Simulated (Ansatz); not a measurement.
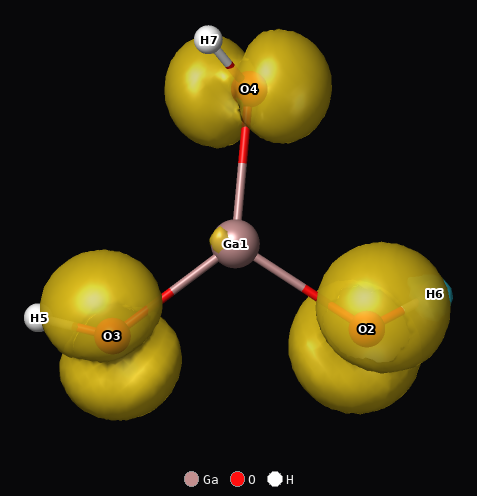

GaH₃O₃ (charge +1, doublet). Isosurfaces of the spin density at +0.02 (yellow) and −0.02 e/Å³ (cyan), seen across its widest extent.

Geometry: PBE-D4/def2-SVP.

Computed with UKS PBE0-D4/def2-TZVP in Ansatz 0.2.0.

```xyz
7

Ga    0.0663   -0.0391   -0.0601
O     0.2809    0.5148   -1.7834
O     1.0108   -1.5499    0.2413
O    -0.9600    0.9863    1.0155
H     0.6268   -2.2467    0.8222
H    -0.3905    1.1363   -2.1561
H    -0.6342    1.1982    1.9208
```

Q: Where is the unpaired spin?

A: The unpaired spin (1 electron) lies mostly on O2 (about 0.5), O3 (about 0.3) and O4 (about 0.2), in electrons by Hirshfeld's partition.
